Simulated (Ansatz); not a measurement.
# How fast states decay through PbCl2F2, part 2 of 3

Aim: relax a made-up compound, PbCl2F2, and see how good a tunnel barrier it would be. It is built by putting Cl for part of the F in the PbF4 structure of space group I4/mmm, with the volume rescaled by atomic radii. The parent structure comes from the Materials Project.

Ansatz 0.2.0; PBE DFT, plane waves, PAW files (the session's first sound run).

So far. Step 2 (Relaxing the new crystal): The largest force component on a free atom ends at 0.0016 eV/Å.

The structure was built from a prototype and need not be the compound's stable phase.

## (3) Band edges

The energy window and the wavevectors of the next steps follow from the band edges, so these are searched first, off the mesh as well.

Input file input.yaml:

```yaml
crystal:
  lattice:
    - [-2.6315441527, 2.6315441527, 4.7225819062]
    - [2.6315441527, -2.6315441527, 4.7225819062]
    - [2.6315441527, 2.6315441527, -4.7225819062]
  atoms:
    - { symbol: Pb, position: [0.0, 0.0, 0.0] }
    - { symbol: F, position: [0.7865052249, 0.7865052249, 0.0] }
    - { symbol: Cl, position: [0.5, 0.0, 0.5] }
    - { symbol: Cl, position: [0.0, 0.5, 0.5] }
    - { symbol: F, position: [0.2134947751, 0.2134947751, 0.0] }
kpoints:
  mp_grid: { grid: [8, 8, 8] }
  band_path: { path: [VBM, CBM], npoints: 30 }
scf:
  occupations: { method: fixed }
hamiltonian:
  xc: pbe
output:
  eigenvalues: true
  write_potential: true
  write_density: true
  volumetric_format: npy
```

Command:

```console
$ ansatz run input.yaml --threads 2 --pin off --max-ram 4096MiB --backend cpu --events-out ev --progress --plain --runs-dir out
```

Numbers of over 12 decimals in the logs are rounded to 6 here.

What it wrote:

```text
[...]
Crystal: 5 atoms, lattice volume = 130.816 Å³
Basis set: ecut = 420 eV, 2519 PW (Γ)
Bands: 26, of which v1, the nominal top of the filled ones, is band 21 counted from 1 (20 counted from 0)
Symmetry: 16 space group operations
[...]
k-points: 59 of 512
[...]
SCF iter   1: F=—  HF=-15681.817913 eV  |F-HF|=—  |Δ(HF+E_count)|=         —  Δρ=5.43e-3  dr2=4.18e-2  ethr=1.77e-3  ⟨swp⟩=5.1  Hψ=6570  notcnv=0  defer=152
[...]
SCF iter   7: F=-15681.808325 eV  HF=-15681.808325 eV  |F-HF|=1.35e-8  |Δ(HF+E_count)|=   3.03e-7  Δρ=2.78e-6  dr2=1.46e-8  ethr=2.38e-10  ⟨swp⟩=10.3  Hψ=6487  notcnv=0
SCF 1 converged in 7 iterations: F = -15681.808325 eV  dr2 = 1.46e-8
[...]
NSCF: frozen V_eff on 30 k-points
[...]
SCF converged after 7 iterations
Free energy (F): -15681.808325 eV
[...]
Internal energy: -15681.808325 eV  (E = F + TS)
E sigma→0 (E₀):  -15681.808325 eV
Fermi energy:    0.234677 eV
[...]
--- Band table (eV; the first three rows and the last of 59) ---
  k-point 0: bands = [... 17 lower, -0.4549, -0.3713, -0.3129, -0.3129, 0.4225, 7.8239, 9.5553, 9.7940, ... 1 higher]
  k-point 1: bands = [... 17 lower, -0.5567, -0.4290, -0.3411, -0.2534, 0.7248, 8.0416, 8.8767, 8.9518, ... 1 higher]
  k-point 2: bands = [... 17 lower, -0.9180, -0.3603, -0.2764, -0.0941, 1.4324, 7.2840, 7.6104, 8.1040, ... 1 higher]
  k-point 58: bands = [... 17 lower, -0.9012, -0.3187, -0.3187, -0.1869, 0.4565, 8.7281, 9.0886, 9.8120, ... 1 higher]
```

Run time: 9.6 s. Hardware: 2 threads of Arm Neoverse V2, shared host; peak memory 0.46 GiB; 18 s of CPU time.

In the SCF lines HF is the Harris–Foulkes energy and dr2 the Hartree energy of the density residual, in eV; the loop may stop once dr2 is under the threshold and the program's other checks hold. Hψ counts applications of the Hamiltonian.

Numbers from this step:

* free energy: -15681.8083 eV
* Fermi energy: 0.2347 eV
* gap on the k-mesh: 0.1878 eV
* gap on path: 0.1878 eV, by band count; negative where bands overlap
* direct gap on path: 0.7354 eV
* edge places on path: 0, 0.8442 1/A along the path

Electronic bands along the path, in eV, zero at the Fermi level (highest filled level under fixed occupations); v1 is the highest filled band, c1 the lowest empty one:

```
point     v4     v3     v2     v1    c1    c2    c3    c4
  VBM  -1.12  -0.48  -0.43   0.00  3.18  4.81  4.87  6.94
  CBM  -0.69  -0.61  -0.55  -0.55  0.19  7.59  9.32  9.56
```

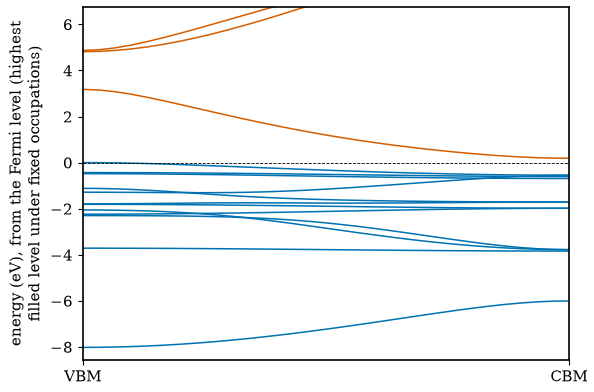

Electronic bands along the path; lines of filled and empty bands in two colours.

The searched edges give 0.188 eV, as on the mesh.

## (4) Decaying states in the gap, plane (110)

This step: PBE DFT, plane waves, PAW files; complex bands by layer matching along the plane's normal (Ansatz 0.2.0).

The same crystal is laid in a cell whose first two vectors span the (110) plane (indices of the standard conventional cell, whose axes can be ordered otherwise than in the bulk input). At fixed energy and wavevector in the plane the solver finds all kz, real and complex. A few wavevectors are listed, (0, 0) and (-0.5, -0.5) in units of the plane's reciprocal vectors; the slowest state needn't be among them.

Input file input.yaml:

```yaml
crystal:
  lattice:
    - [6.012722272, 0.0, 0.0]
    - [1.40580759, 5.846069974, 0.0]
    - [2.303457341, -2.923034987, 3.721565431]
  atoms:
    - { symbol: Pb, position: [0.0, 0.0, 0.0] }
    - { symbol: F, position: [0.7865052249, 0.7865052249, 0.0] }
    - { symbol: Cl, position: [0.0, 0.0, 0.5] }
    - { symbol: Cl, position: [0.5, 0.5, 0.5] }
    - { symbol: F, position: [0.2134947751, 0.2134947751, 0.0] }
kpoints:
  mp_grid: { grid: [6, 6, 6] }
scf:
  occupations: { method: fixed }
hamiltonian:
  xc: pbe
output:
  eigenvalues: true
  transmission:
    leads: [[0, 0]]
    kpoints: [[0.0, 0.0], [-0.5, -0.5]]
    e_range: [-1.0, 1.19]
    de: 0.05
```

What it wrote:

```text
[...]
Crystal: 5 atoms, lattice volume = 130.816 Å³
Basis set: ecut = 420 eV, 2519 PW (Γ)
Bands: 26, of which v1, the nominal top of the filled ones, is band 21 counted from 1 (20 counted from 0)
Symmetry: 16 space group operations
[...]
k-points: 30 of 216
[...]
SCF iter   1: F=—  HF=-15681.818044 eV  |F-HF|=—  |Δ(HF+E_count)|=         —  Δρ=5.43e-3  dr2=4.19e-2  ethr=1.77e-3  ⟨swp⟩=5.1  Hψ=3363  notcnv=0  defer=76
[...]
SCF iter   7: F=-15681.808367 eV  HF=-15681.808367 eV  |F-HF|=1.29e-8  |Δ(HF+E_count)|=   3.04e-7  Δρ=2.78e-6  dr2=1.46e-8  ethr=2.38e-10  ⟨swp⟩=10.2  Hψ=3388  notcnv=0
SCF 1 converged in 7 iterations: F = -15681.808367 eV  dr2 = 1.46e-8
[...]
transmission: 5 of 10 steps passed
transmission: 10 of 10 steps passed
SCF converged after 7 iterations
Free energy (F): -15681.808367 eV
[...]
Internal energy: -15681.808367 eV  (E = F + TS)
E sigma→0 (E₀):  -15681.808367 eV
Fermi energy:    0.234745 eV
[...]
--- Band table (eV; the first three rows and the last of 30) ---
  k-point 0: bands = [... 17 lower, -0.4549, -0.3712, -0.3129, -0.3129, 0.4224, 7.8237, 9.5553, 9.7940, ... 1 higher]
  k-point 1: bands = [... 17 lower, -0.6838, -0.4098, -0.3211, -0.2092, 0.9190, 8.1663, 8.4289, 8.5657, ... 1 higher]
  k-point 2: bands = [... 17 lower, -1.0559, -0.3059, -0.2360, 0.0420, 2.1214, 6.1945, 6.6387, 7.6045, ... 1 higher]
  k-point 29: bands = [... 17 lower, -0.9012, -0.3187, -0.3187, -0.1868, 0.4564, 8.7279, 9.0886, 9.8120, ... 1 higher]
--- Transmission ---
  basis      : 311 plane waves across, 5 finite elements along
  points     : 2, as listed
  energies   : 44 from -1.000000 to 1.150000 eV about the Fermi level, 0.050000 eV apart; the leads are filled to 0.093823 eV, and channels, transmission and decay are at 0.100000 eV
  crystal 0  : Pb1F2Cl2, at the sites [0, 0], period 3.7216 Å: whole cells are its period
    offset         : up to 0.0000 Å between an atom of the period and one for which it stands
    channels       : 0.000000e0 a spin
    conductance    : none, the energies end too early or step too widely for 300 K: set another output.transmission.e_range or a lower de, or, where they end at an eighth of basis.ecutwfc, a higher one
    slowest decay  : 0.0961 /Å at (0.0000, 0.0000)
```

It took 47 s on 2 threads; peak memory 0.9 GiB.

Numbers from this step:

- free energy: -15681.8084 eV
- gap on the k-mesh: 0.1876 eV
- level to which the leads are filled: 0.09382 eV from the Fermi level
- decay constant at the filling level, zone centre: 0.09605 Å⁻¹
- decay constant at the filling level, slowest listed point: 0.0961 Å⁻¹

K parallel (0, 0); values up to 1.5 1/Å, a degenerate pair printed once or twice; energies at which all values exceed this have no row. The Im kz of the slowest decaying states by energy, zero at the highest filled level on the SCF mesh:

```
energy (eV)  decay 1 (Å⁻¹)  decay 2 (Å⁻¹)  decay 3 (Å⁻¹)  decay 4 (Å⁻¹)
     -1.000          0.126          0.397          0.497          0.535
     -0.800          0.197          0.409          0.413          0.415
     -0.600          0.193          0.245          0.647          0.666
     -0.400          0.124          0.261          0.283          0.288
     -0.200          0.153          0.336          0.459          0.646
      0.000        0.00149          0.131          0.396          0.543
      0.200          0.199          0.460          0.595          0.650
      0.400          0.245          0.514          0.631          0.638
      0.600          0.269          0.557          0.630          0.657
      0.800          0.285          0.592          0.625          0.676
      1.000          0.295          0.620          0.623          0.691
```

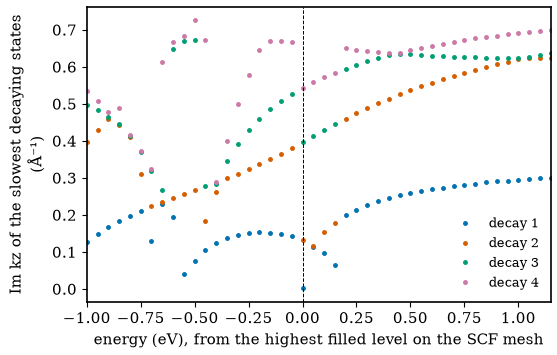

Im kz of the slowest decaying states, plotted against energy.

K parallel (0, 0). Re kz of states that move upwards against energy, zero at the highest filled level on the SCF mesh:

```
energy (eV)  channel 1 (Å⁻¹)  channel 2 (Å⁻¹)  channel 3 (Å⁻¹)
     -1.000           -0.327                -                -
     -0.800           -0.216                -                -
     -0.600          -0.0864           0.0908            0.409
     -0.400            0.340                -                -
     -0.200            0.555                -                -
      0.000                -                -                -
      0.200           0.0398                -                -
      0.400            0.173                -                -
      0.600            0.253                -                -
      0.800            0.318                -                -
      1.000            0.374                -                -
```

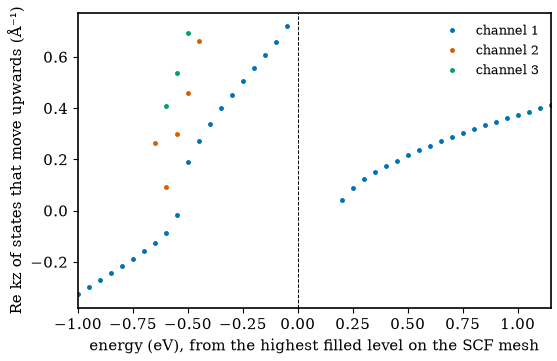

Re kz of states that move upwards, plotted against energy.

K parallel (-0.5, -0.5); values up to 1.5 1/Å, a degenerate pair printed once or twice; energies at which all values exceed this have no row. Im kz of the slowest decaying states against energy, zero at the highest filled level on the SCF mesh:

```
energy (eV)  decay 1 (Å⁻¹)  decay 2 (Å⁻¹)  decay 3 (Å⁻¹)  decay 4 (Å⁻¹)
     -1.000          0.123          0.498          0.641          0.952
     -0.800          0.193          0.383          0.751          0.769
     -0.600          0.173          0.238          0.571          0.779
     -0.400          0.125          0.200          0.276          0.287
     -0.200          0.258          0.312          0.315          0.400
      0.000        0.00155          0.212          0.365          0.404
      0.200         0.0662          0.212          0.427          0.434
      0.400          0.258          0.463          0.483          0.514
      0.600          0.281          0.487          0.530          0.550
      0.800          0.295          0.507          0.567          0.578
      1.000          0.304          0.523          0.597          0.600
```

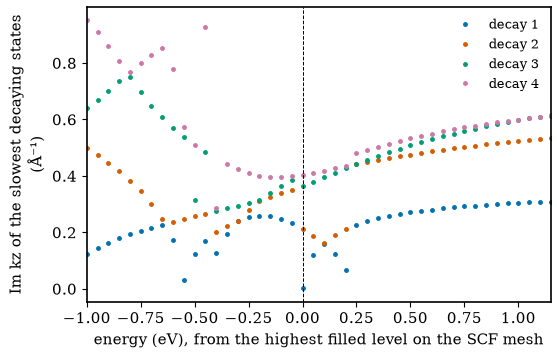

Im kz of the slowest decaying states, plotted against energy.

K parallel (-0.5, -0.5). Re kz of states that move upwards against energy, zero at the highest filled level on the SCF mesh:

```
energy (eV)  channel 1 (Å⁻¹)  channel 2 (Å⁻¹)  channel 3 (Å⁻¹)
     -1.000           -0.443            0.214                -
     -0.800           -0.299            0.381                -
     -0.600           -0.120            0.552                -
     -0.400            0.332                -                -
     -0.200            0.542                -                -
      0.000                -                -                -
      0.200                -                -                -
      0.400            0.192                -                -
      0.600            0.277                -                -
      0.800            0.340                -                -
      1.000            0.392                -                -
```

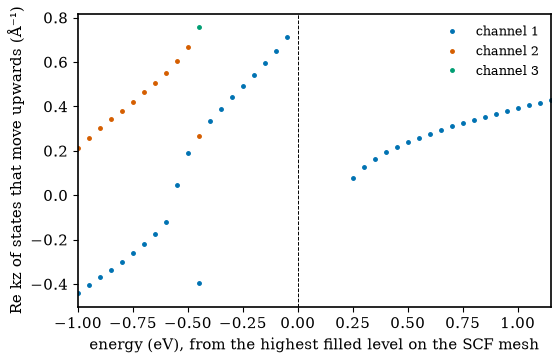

Re kz of states that move upwards against energy.

At the listed wavevectors the last open channel is at -0.05 eV and the next at +0.20 eV on the grid. At +0.10 eV, the grid energy nearest the filling level (the middle of the gap on the SCF mesh), the slowest state at the listed wavevectors decays with κ = 0.0961 Å⁻¹, its amplitude falling by e over 10 Å. Through 1 nm of this crystal that state's transmission falls by exp(−2 × 0.0961 Å⁻¹ × 10 Å) = 0.15.

## (5) Decaying states in the gap, plane (001)

The same for the (001) plane, at (0, 0), (-0.5, -0.5) and (0.5, 0), to see how the decay depends on direction.

Input file input.yaml:

```yaml
crystal:
  lattice:
    - [5.263088305, 0.0, 0.0]
    - [0.0, 5.263088305, 0.0]
    - [2.631544153, 2.631544153, 4.722581906]
  atoms:
    - { symbol: Pb, position: [0.0, 0.0, 0.0] }
    - { symbol: F, position: [0.2134947751, 0.2134947751, 0.5730104498] }
    - { symbol: Cl, position: [0.0, 0.5, 0.0] }
    - { symbol: Cl, position: [0.5, 0.0, 0.0] }
    - { symbol: F, position: [0.7865052249, 0.7865052249, 0.4269895502] }
kpoints:
  mp_grid: { grid: [6, 6, 6] }
scf:
  occupations: { method: fixed }
hamiltonian:
  xc: pbe
output:
  eigenvalues: true
  transmission:
    leads: [[0, 0]]
    kpoints: [[0.0, 0.0], [-0.5, -0.5], [0.5, 0.0]]
    e_range: [-1.0, 1.19]
    de: 0.05
```

What it wrote:

```text
[...]
Crystal: 5 atoms, lattice volume = 130.816 Å³
Basis set: ecut = 420 eV, 2519 PW (Γ)
Bands: 26, of which v1, the nominal top of the filled ones, is band 21 counted from 1 (20 counted from 0)
Symmetry: 16 space group operations
[...]
k-points: 30 of 216
[...]
SCF iter   1: F=—  HF=-15681.817806 eV  |F-HF|=—  |Δ(HF+E_count)|=         —  Δρ=5.44e-3  dr2=4.18e-2  ethr=1.77e-3  ⟨swp⟩=5.1  Hψ=3284  notcnv=0  defer=77
[...]
SCF iter   7: F=-15681.808403 eV  HF=-15681.808403 eV  |F-HF|=1.28e-8  |Δ(HF+E_count)|=   3.04e-7  Δρ=2.90e-6  dr2=1.57e-8  ethr=2.38e-10  ⟨swp⟩=10.2  Hψ=3338  notcnv=0
SCF 1 converged in 7 iterations: F = -15681.808403 eV  dr2 = 1.57e-8
[...]
transmission: 6 of 18 steps passed
transmission: 12 of 18 steps passed
transmission: 18 of 18 steps passed
SCF converged after 7 iterations
Free energy (F): -15681.808403 eV
[...]
Internal energy: -15681.808403 eV  (E = F + TS)
E sigma→0 (E₀):  -15681.808403 eV
Fermi energy:    0.234752 eV
[...]
--- Band table (eV; the first three rows and the last of 30) ---
  k-point 0: bands = [... 17 lower, -0.4549, -0.3712, -0.3128, -0.3128, 0.4224, 7.8237, 9.5553, 9.7940, ... 1 higher]
  k-point 1: bands = [... 17 lower, -0.6080, -0.3264, -0.3140, -0.3140, 0.4766, 7.9060, 9.6140, 9.7988, ... 1 higher]
  k-point 2: bands = [... 17 lower, -0.8237, -0.3169, -0.3169, -0.2342, 0.4854, 8.2427, 9.6583, 9.7417, ... 1 higher]
  k-point 29: bands = [... 17 lower, -0.8832, -0.2364, -0.2128, 0.2347, 3.4052, 5.0622, 5.0891, 7.2409, ... 1 higher]
--- Transmission ---
  basis      : 241 plane waves across, 6 finite elements along
  points     : 3, as listed
[...]
crystal 0  : Cl2Pb1F2, at the sites [0, 0], period 4.7226 Å: whole cells are its period
[...]
channels       : 0.000000e0 a spin
[...]
slowest decay  : 0.1791 /Å at (0.0000, 0.0000)
```

It took 36 s on 2 threads; peak memory 0.69 GiB; 72 s of CPU time.

This step gave:

* Fermi energy: 0.2348 eV
* level to which the leads are filled: 0.09381 eV from the Fermi level
* decay constant at the filling level, zone centre: 0.1791 Å⁻¹
* decay constant at the filling level, slowest listed point: 0.1791 Å⁻¹

K parallel (0, 0); values up to 1.5 1/Å, a degenerate pair printed once or twice; energies at which all values exceed this have no row. Table of Im kz of the slowest decaying states by energy, zero at the highest filled level on the SCF mesh:

```
energy (eV)  decay 1 (Å⁻¹)  decay 2 (Å⁻¹)  decay 3 (Å⁻¹)  decay 4 (Å⁻¹)
    -1.0000          0.460          0.517          0.787           1.01
    -0.7500          0.347          0.464          0.751          1.000
    -0.5000          0.192          0.449          0.673          0.991
    -0.2500          0.242          0.352          0.415          0.825
     0.0000          0.223          0.342          0.487          0.873
     0.2500          0.560          0.904          0.958              -
     0.5000          0.339          0.609          0.928          0.946
     0.7500          0.421          0.643          0.934          0.947
     1.0000          0.473          0.670          0.922          0.962
```

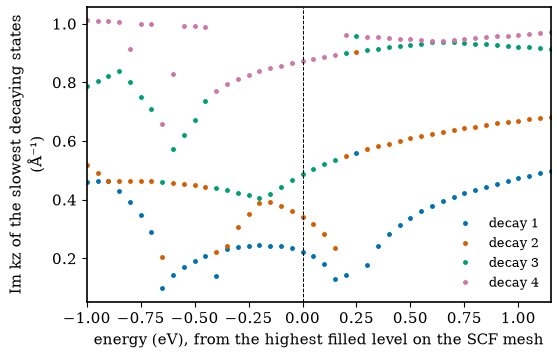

Im kz of the slowest decaying states against energy.

K parallel (-0.5, -0.5); values up to 1.5 1/Å, a degenerate pair printed once or twice; energies at which all values exceed this have no row. Table of Im kz of the slowest decaying states by energy, zero at the highest filled level on the SCF mesh:

```
energy (eV)  decay 1 (Å⁻¹)  decay 2 (Å⁻¹)  decay 3 (Å⁻¹)  decay 4 (Å⁻¹)
     -1.000          0.337          0.600           1.03           1.44
     -0.800          0.417          0.576           1.10           1.43
     -0.600          0.476          0.502           1.10           1.42
     -0.400          0.295          0.524          0.546           1.08
     -0.200          0.564          0.574          0.613           1.02
      0.000         0.0738          0.599          0.649          0.678
      0.200          0.630          0.674          0.743           1.03
      0.400          0.659          0.693          0.789           1.11
      0.600          0.688          0.708          0.824           1.15
      0.800          0.716          0.720          0.851           1.18
      1.000          0.729          0.748          0.872           1.20
```

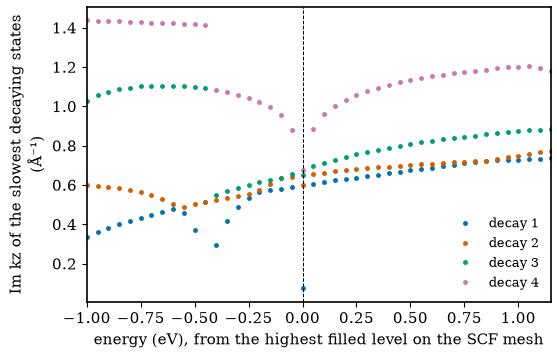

Im kz of the slowest decaying states, plotted against energy.

K parallel (0.5, 0); values up to 1.5 1/Å, a degenerate pair printed once or twice; energies at which all values exceed this have no row. The Im kz of the slowest decaying states by energy, zero at the highest filled level on the SCF mesh:

```
energy (eV)  decay 1 (Å⁻¹)  decay 2 (Å⁻¹)  decay 3 (Å⁻¹)  decay 4 (Å⁻¹)
    -1.0000          0.352          0.477          0.796          0.906
    -0.7500          0.361          0.388          0.749          0.763
    -0.5000          0.268          0.562          0.755          0.777
    -0.2500          0.458          0.689          0.809          0.838
     0.0000          0.534          0.801          0.875           1.47
     0.2500          0.574          0.836          0.902           1.44
     0.5000          0.599          0.861          0.924           1.41
     0.7500          0.614          0.877          0.942           1.38
     1.0000          0.621          0.815          0.957          0.959
```

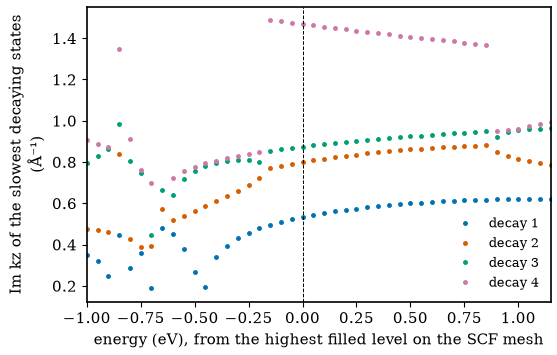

Im kz of the slowest decaying states against energy.

At the listed wavevectors the last open channel is at -0.45 eV and the next at +0.20 eV on the grid, wider than the gap, since narrow bands can fall between grid energies. At +0.10 eV, the grid energy nearest the filling level (the middle of the gap on the SCF mesh), the slowest state at the listed wavevectors decays with κ = 0.179 Å⁻¹, its amplitude falling by e over 5.6 Å; the first such run, plane (110), gave 0.0961 Å⁻¹.

(Continued in part 3 of 3.)

[Logs are printed without paths, hosts, clocks, repeated set-up lines and the standing remarks that a program may print on its own settings, such as how far it seeks lower states.]

[Hosts, paths, dates, database ids (printed as entryN), source tags and the programs' standing remarks are cut or masked in the printed files.]
